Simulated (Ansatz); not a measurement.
# TiHO+ (singlet): wave-function methods side by side at a displaced geometry (v1), def2-SVP

Aim: climb from Hartree-Fock through coupled cluster for TiHO+ (singlet) at one geometry and basis, and see what each rung misses.

Program: Ansatz 0.2.0, Gaussian basis. Level of theory: def2-SVP, core rule «outside noble gas», up to 10 orbitals frozen. These are calculated values, not measurements.

The runs, in order: UHF; CCSD(T) on RHF; CCSD(T) on UHF; CISD; CCSDT(Q) on RHF; CCSDT(Q) on UHF.

22 further runs of the same task are left out: 4 for a known fault of the program, 8 that didn't finish, 10 set aside as unsound or not needed. Runs told in other sessions of the task aren't counted.

## Step 1: What is computed

The geometry is a PBE0/def2-TZVP stationary point (not a proven minimum) with its atoms shifted at random (size 0.040 Å).

3 atoms, charge 1, spin multiplicity 1.

Atoms are counted from 1 here; the program's logs count them from 0.

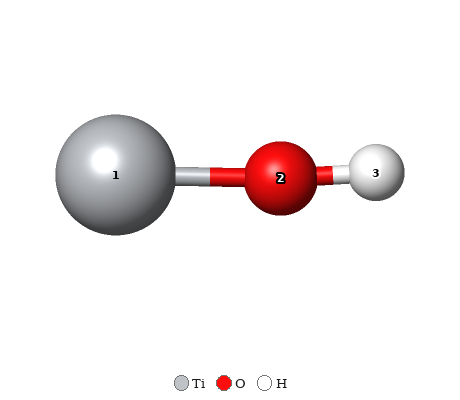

The geometry (titanium light grey, oxygen red, hydrogen white); atoms are numbered from 1 in the order of the file.

In the tables R marks a restricted determinant and U an unrestricted one; energies count from the table's Hartree-Fock row.

## Step 2: UHF

in.yaml

```yaml
crystal:
  periodic: [false, false, false]
  atoms:
    - {symbol: Ti, position_ang: [-0.015433, -0.009008, 1.492640]}
    - {symbol: O, position_ang: [-0.016266, -0.025151, -0.244713]}
    - {symbol: H, position_ang: [0.031698, 0.034159, -1.247927]}
basis:
  gaussian: {orbitals: def2-SVP}
total_charge: 1
magnetization: {spin_polarized: true, initial_magnetization: 0}
hamiltonian: {xc: hf}
output: {orbitals: {seedname: orbitals}}
```

Started as:

```console
$ ansatz run in.yaml --threads 1 --pin off --events-out ev --progress --plain --max-ram 2393MiB
```

The program printed (excerpt; [...] marks lines left out):

```text
Functional definition: HF
  name "HF"
  cite "Fock, Z. Phys. 61, 126 (1930) doi:10.1007/BF01340294"
  parent pbe
[...]
531 factors; integrals over basis functions are off by at most 1.3e-3 eV
[...]
mean field -25129.15949830 eV, -923.4795784063 hartree, gradient 8.6e-6 eV, S^2 1.003055; 9 other end points of the search recorded, 0 dependent functions left out
reference -25129.15949830 eV, -923.4795784063 hartree; 15, 15 occupied and 35, 35 virtual orbitals, 531 factors
Total energy: -25129.15949830 eV, -923.4795784063 hartree
```

It took 19 s on 1 thread of Arm Neoverse V1, shared host.

From the report: ⟨S²⟩ of the determinant 1.003 (pure singlet: 0.00). The determinant of HF (⟨S²⟩ 1.00) is far from a pure spin state, so its energy mixes those of several spin states; that is harmless only where they are near-degenerate.

The unrestricted solution breaks the spin symmetry, so the restricted determinant is unstable here.

## Step 3: CCSD(T) on RHF

in.yaml, as its differences from that of step 2:

```diff
@@ -9,4 +9,3 @@
 total_charge: 1
-magnetization: {spin_polarized: true, initial_magnetization: 0}
-hamiltonian: {xc: hf}
-output: {orbitals: {seedname: orbitals}}
+magnetization: {spin_polarized: false}
+correlation: {method: ccsd_t, electrons: outside_noble_gas}
```

The command is unchanged.

The program printed (excerpt; [...] marks lines left out):

```text
Functional definition: HF
  name "HF"
  cite "Fock, Z. Phys. 61, 126 (1930) doi:10.1007/BF01340294"
  parent pbe
[...]
531 factors; integrals over basis functions are off by at most 1.3e-3 eV
[...]
mean field -25128.31049014 eV, -923.4483779321 hartree, gradient 1.8e-6 eV, S^2 0.000000; 11 other end points of the search recorded, 0 dependent functions left out; unrestricted orbitals would lower it
determinant -25128.31049014 eV, -923.4483779321 hartree, with singles and doubles -25135.10404061 eV, -923.6980363070 hartree
determinant -25126.64244855 eV, -923.3870785342 hartree, with singles and doubles -25133.53096301 eV, -923.6402267716 hartree
determinant -25126.64066482 eV, -923.3870129833 hartree, with singles and doubles -25133.52148608 eV, -923.6398785008 hartree
10 core orbitals not correlated: weight in the atoms' cores, before any rotation towards them, 0.987 or more for the frozen orbitals, at most 0.010 for the correlated occupied ones
reference -25128.31049014 eV, -923.4483779321 hartree; 5, 5 occupied and 35, 35 virtual orbitals, 531 factors
second order -6.41838579 eV of doubles, -0.00000000 eV of singles
cycle   1  -6.79975803 eV  change   -1.1e-1 eV  update   2.4e-2
[...]
cycle  42  -6.86789526 eV  change   -3.5e-6 eV  update   1.5e-6
perturbative correction -0.25936241 eV, -0.0095313929 hartree
Total energy: -25135.43774781 eV, -923.7102998205 hartree
```

Wall time 8.5 s (1 thread of Arm Neoverse V1, shared host).

From the report: correlation -7.1273 eV; T1 0.026; largest double amplitude 0.15.

## Step 4: CCSD(T) on UHF

in.yaml, as its differences from that of step 3:

```diff
@@ -9,3 +9,3 @@
 total_charge: 1
-magnetization: {spin_polarized: false}
+magnetization: {spin_polarized: true, initial_magnetization: 0}
 correlation: {method: ccsd_t, electrons: outside_noble_gas}
```

Same command.

The program printed (excerpt; [...] marks lines left out):

```text
Functional definition: HF
  name "HF"
  cite "Fock, Z. Phys. 61, 126 (1930) doi:10.1007/BF01340294"
  parent pbe
[...]
531 factors; integrals over basis functions are off by at most 1.3e-3 eV
[...]
mean field -25129.15949830 eV, -923.4795784064 hartree, gradient 1.4e-10 eV, S^2 1.003055; 43 other end points of the search recorded, 0 dependent functions left out
determinant -25129.15949830 eV, -923.4795784064 hartree, with singles and doubles -25135.65581807 eV, -923.7183137546 hartree
determinant -25129.15936192 eV, -923.4795733945 hartree, with singles and doubles -25135.65554711 eV, -923.7183037969 hartree
determinant -25129.15933601 eV, -923.4795724425 hartree, with singles and doubles -25135.65549410 eV, -923.7183018491 hartree
determinant -25129.15832600 eV, -923.4795353252 hartree, with singles and doubles -25135.65386186 eV, -923.7182418651 hartree
[...]
determinant -25128.90520553 eV, -923.4702333194 hartree, with singles and doubles -25135.87026051 eV, -923.7261943689 hartree
determinant -25128.84456939 eV, -923.4680049827 hartree, with singles and doubles -25135.63306975 eV, -923.7174777695 hartree
determinant -25128.83665897 eV, -923.4677142799 hartree, with singles and doubles -25135.61592635 eV, -923.7168477608 hartree
10 core orbitals not correlated: weight in the atoms' cores, before any rotation towards them, 0.989 or more for the frozen orbitals, at most 0.009 for the correlated occupied ones
reference -25129.06226387 eV, -923.4760051069 hartree; 5, 5 occupied and 35, 35 virtual orbitals, 531 factors
second order -6.31929740 eV of doubles, -0.00000000 eV of singles
cycle   1  -6.85927206 eV  change   -1.7e-6 eV  update   7.4e-6
perturbative correction -0.34581011 eV, -0.0127082871 hartree
WARN: the results are in doubt because among natural orbitals full CI differs from the method by +1.001 eV
Total energy: -25136.26734603 eV, -923.7407869927 hartree
In doubt: among natural orbitals full CI differs from the method by +1.001 eV
```

It took 3.4 min on 1 thread of Arm Neoverse V1, shared host.

From the report: ⟨S²⟩ of the determinant 0.931 (pure singlet: 0.00); correlation -7.2051 eV; T1 0.078; largest double amplitude 0.20. The determinant of CCSD(T) (⟨S²⟩ 0.93) is far from a pure spin state, so its energy mixes those of several spin states; high orders of coupled cluster remove much of that, low ones don't. The program marks this result as in doubt; its last lines say why.

## Step 5: CISD

in.yaml, as its differences from that of step 4:

```diff
@@ -9,3 +9,2 @@
 total_charge: 1
-magnetization: {spin_polarized: true, initial_magnetization: 0}
-correlation: {method: ccsd_t, electrons: outside_noble_gas}
+correlation: {active_space: {ras: {orbitals: [5, 0, 35], electrons: 10, max_holes: 2, max_particles: 2}, fixed_orbitals: true}}
```

Same command.

The program printed (excerpt; [...] marks lines left out):

```text
Functional definition: HF
  name "HF"
  cite "Fock, Z. Phys. 61, 126 (1930) doi:10.1007/BF01340294"
  parent pbe
[...]
531 factors; integrals over basis functions are off by at most 1.3e-3 eV
[...]
mean field -25128.31049014 eV, -923.4483779321 hartree, gradient 1.8e-6 eV, S^2 0.000000; 9 other end points of the search recorded, 0 dependent functions left out
reference -25128.31049014 eV, -923.4483779321 hartree; 15, 15 occupied and 35, 35 virtual orbitals, 531 factors
state -25134.63619401 eV, -923.6808432616 hartree
Total energy: -25134.63619401 eV, -923.6808432616 hartree
```

Wall time 4.7 s (1 thread of Arm Neoverse V1, shared host).

From the report: 22,102 determinants.

## Step 6: CCSDT(Q) on RHF

in.yaml, as its differences from that of step 5:

```diff
@@ -9,2 +9,3 @@
 total_charge: 1
-correlation: {active_space: {ras: {orbitals: [5, 0, 35], electrons: 10, max_holes: 2, max_particles: 2}, fixed_orbitals: true}}
+magnetization: {spin_polarized: false}
+correlation: {method: ccsdt_q, electrons: outside_noble_gas}
```

Launched as before.

The program printed (excerpt; [...] marks lines left out):

```text
Functional definition: HF
  name "HF"
  cite "Fock, Z. Phys. 61, 126 (1930) doi:10.1007/BF01340294"
  parent pbe
[...]
908 factors; integrals over basis functions are off by at most 1.9e-7 eV
[...]
mean field -25128.31055124 eV, -923.4483801775 hartree, gradient 2.8e-6 eV, S^2 0.000000; 11 other end points of the search recorded, 0 dependent functions left out; unrestricted orbitals would lower it
determinant -25128.31055124 eV, -923.4483801775 hartree, with singles and doubles -25135.10412064 eV, -923.6980392479 hartree
determinant -25126.64249525 eV, -923.3870802504 hartree, with singles and doubles -25133.53103842 eV, -923.6402295426 hartree
determinant -25126.64071195 eV, -923.3870147153 hartree, with singles and doubles -25133.52155287 eV, -923.6398809553 hartree
10 core orbitals not correlated: weight in the atoms' cores, before any rotation towards them, 0.987 or more for the frozen orbitals, at most 0.010 for the correlated occupied ones
reference -25128.31055124 eV, -923.4483801775 hartree; 5, 5 occupied and 35, 35 virtual orbitals, 908 factors
second order -6.41842208 eV of doubles, -0.00000000 eV of singles
cycle   1  -6.34484197 eV  change    7.4e-2 eV  update   1.1e-1
[...]
cycle   8  -7.17938962 eV  change    6.8e-8 eV  update   1.0e-7
perturbative correction -0.07695390 eV, -0.0028280036 hartree
Total energy: -25135.56689477 eV, -923.7150458835 hartree
```

Run time: 37 s. Hardware: 1 thread of Arm Neoverse V1, shared host.

From the report: correlation -7.2563 eV; T1 0.028; largest double amplitude 0.32.

## Step 7: CCSDT(Q) on UHF

in.yaml, as its differences from that of step 6:

```diff
@@ -9,3 +9,3 @@
 total_charge: 1
-magnetization: {spin_polarized: false}
+magnetization: {spin_polarized: true, initial_magnetization: 0}
 correlation: {method: ccsdt_q, electrons: outside_noble_gas}
```

The command is unchanged.

The program printed (excerpt; [...] marks lines left out):

```text
Functional definition: HF
  name "HF"
  cite "Fock, Z. Phys. 61, 126 (1930) doi:10.1007/BF01340294"
  parent pbe
[...]
908 factors; integrals over basis functions are off by at most 1.9e-7 eV
[...]
mean field -25129.15955567 eV, -923.4795805148 hartree, gradient 1.9e-10 eV, S^2 1.003055; 42 other end points of the search recorded, 0 dependent functions left out
determinant -25129.15955567 eV, -923.4795805148 hartree, with singles and doubles -25135.65589151 eV, -923.7183164534 hartree
determinant -25129.15939339 eV, -923.4795745510 hartree, with singles and doubles -25135.65556756 eV, -923.7183045487 hartree
determinant -25129.15838341 eV, -923.4795374348 hartree, with singles and doubles -25135.65393498 eV, -923.7182445523 hartree
determinant -25129.15833745 eV, -923.4795357460 hartree, with singles and doubles -25135.65388103 eV, -923.7182425697 hartree
[...]
determinant -25128.84462311 eV, -923.4680069565 hartree, with singles and doubles -25135.63313782 eV, -923.7174802707 hartree
determinant -25128.83671149 eV, -923.4677162100 hartree, with singles and doubles -25135.61603585 eV, -923.7168517851 hartree
10 core orbitals not correlated: weight in the atoms' cores, before any rotation towards them, 0.989 or more for the frozen orbitals, at most 0.009 for the correlated occupied ones
reference -25129.06231795 eV, -923.4760070945 hartree; 5, 5 occupied and 35, 35 virtual orbitals, 908 factors
second order -6.31933029 eV of doubles, -0.00000000 eV of singles
cycle   1  -6.22138860 eV  change    9.8e-2 eV  update   1.1e-1
[...]
cycle  96  -7.25423745 eV  change   -6.7e-8 eV  update   4.7e-7
perturbative correction -0.09452950 eV, -0.0034738949 hartree
WARN: the results are in doubt because among natural orbitals full CI differs from the method by +1.146 eV
Total energy: -25136.41108490 eV, -923.7460692985 hartree
In doubt: among natural orbitals full CI differs from the method by +1.146 eV
```

Run time: 6.1 min. Hardware: 1 thread of Arm Neoverse V1, shared host; peak memory 0.35 GiB.

From the report: ⟨S²⟩ of the determinant 0.931 (pure singlet: 0.00); correlation -7.3488 eV; T1 0.107; largest double amplitude 0.30. The determinant of CCSDT(Q) (⟨S²⟩ 0.93) is far from a pure spin state, so its energy mixes those of several spin states; high orders of coupled cluster remove much of that, low ones don't. Mind the lines of doubt at the end of the log.

## Step 8: All levels against the top one

No level here is safe as a reference; RCCSDT(Q) serves as a yardstick only. Rows without a time are mean-field rows or come out of runs for another level: lower rungs of the coupled-cluster runs, or the Hartree-Fock search.

Differences are taken before rounding.

```
   method  energy from the lowest RHF (meV)  from RCCSDT(Q) (meV)     time
      RHF                               0.0               +7256.4         
      UHF                            -849.0               +6407.4     19 s
     RMP2                           -6418.4                +838.0         
     UMP2                           -7071.1                +185.3         
    RCCSD                           -6867.9                +388.5         
    UCCSD                           -7611.0                -354.6         
 RCCSD(T)                           -7127.3                +129.1    8.5 s
 UCCSD(T)                           -7956.9                -700.5  3.4 min
   RCCSDT                           -7179.5                 +77.0         
   UCCSDT                           -8006.1                -749.7         
RCCSDT(Q)                           -7256.4                     0     37 s
UCCSDT(Q)                           -8100.6                -844.2  6.1 min
```

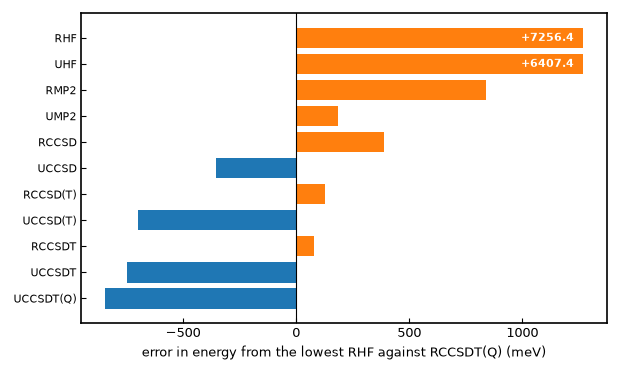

Deviations from RCCSDT(Q), method by method. Bars with a number in them are cut short.

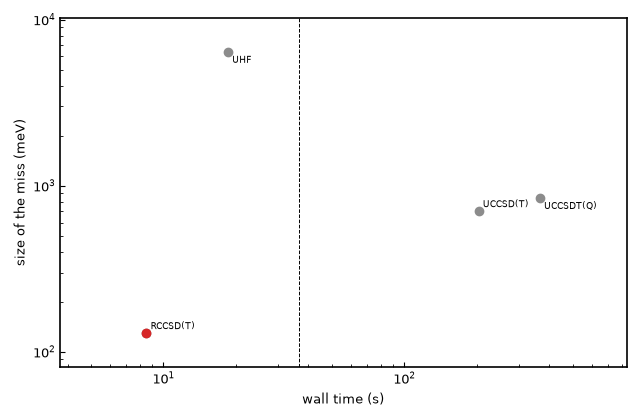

Miss against cost. Red marks the levels that no quicker level drawn beats (of those quicker than the yardstick), and the dashed line is the time of RCCSDT(Q). Times are from a shared host.

Not comparable, so not listed: CISD (they don't share determinant, frozen orbitals or solution with the rows shown, or repeat one).

The program flags UCCSD(T), UCCSDT(Q) as in doubt (see the logs), so read those rows with care; the flags are large difference.

## Step 9: Summary of results

```
                     quantity       value
RCCSDT(Q) from the RHF energy  -7.2564 eV
          RMP2 from RCCSDT(Q)  +838.0 meV
          UMP2 from RCCSDT(Q)  +185.3 meV
         RCCSD from RCCSDT(Q)  +388.5 meV
      RCCSD(T) from RCCSDT(Q)  +129.1 meV
      UCCSD(T) from RCCSDT(Q)  -700.5 meV
     UCCSDT(Q) from RCCSDT(Q)  -844.2 meV
                T1 diagnostic       0.026
```

What this shows: RCCSD(T) misses by +129.1 meV, 1.8 % of the correlation energy. CCSD(T) misses by +129.1 meV on the restricted determinant and by -700.5 meV on the unrestricted one; the two need not hold the same state or core. Coupled cluster took another determinant than the lowest Hartree-Fock one. Warnings: restricted reference is unstable; spin contamination; coupled cluster took another determinant than the lowest; large T1 diagnostic.

The restricted and unrestricted ladders end 0.84 eV apart at CCSDT(Q), which points to two states or an unsound top rung; rows of one don't measure the error of the other.
